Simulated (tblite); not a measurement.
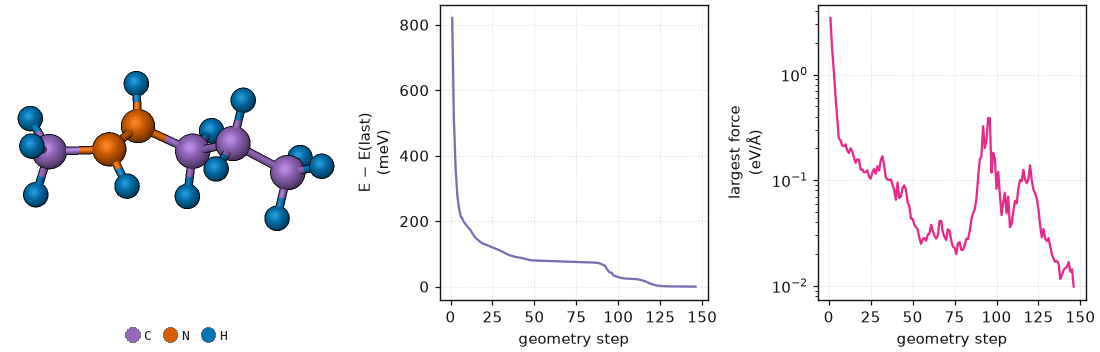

Beside the plot: the molecule at the start.

History of a geometry optimisation.

The run: C4H12N2 (SMILES CCCNNC), by GFN2-xTB geometry optimisation, gas phase (tblite 0.8.0).

Question: How did the optimisation end?

Answer: The optimisation met its thresholds at geometry 146, counting the start as the first. The energy fell by about 820 meV from the first step to the last. The largest force goes from about 3.4 eV/Å at the start to 0.01 eV/Å at the end.
